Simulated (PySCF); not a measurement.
Br2, SMILES `BrBr`.

PySCF calculation, PBE0/def2-SVP, gas phase; geometry: GFN2-xTB. No frequency check shows the geometry to be a minimum. GFN2-xTB bond lengths at metals and heavier atoms can be off by up to 0.1 Å and shapes distorted, which carries into these values. Without diffuse functions Rydberg states are missing, so the states' numbers hold for this basis only.

Cartesian coordinates (Å):

```
Br1      1.1407    0.0000    0.0000
Br2     -1.1407    0.0000    0.0000
```

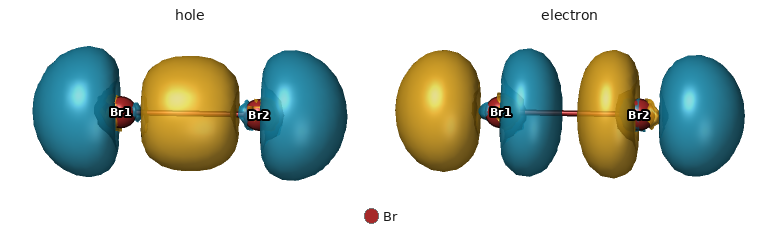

Leading natural transition orbital pair of S₅ (TDA singlet states); the surfaces enclose about 78 % of each orbital's density.

**Where does the state lie, and where do hole and electron sit?**

9.63 eV (129 nm), f = 1.343 (bright), partly diffuse acceptor orbital, which a basis without diffuse functions describes poorly; the leading pair carries 90 %; hole on Br1 and Br2 (50 % each), electron on Br1 and Br2 (50 % each) (atom shares of so diffuse an orbital are rough); their centroids lie 0.0 Å apart. In canonical orbitals it is mainly HOMO−4 → LUMO (90 %). The HOMO–LUMO gap is 4.54 eV.

The PySCF run took 20 s on 1 thread of Arm Neoverse V2 (shared host), peak memory 0.27 GiB.
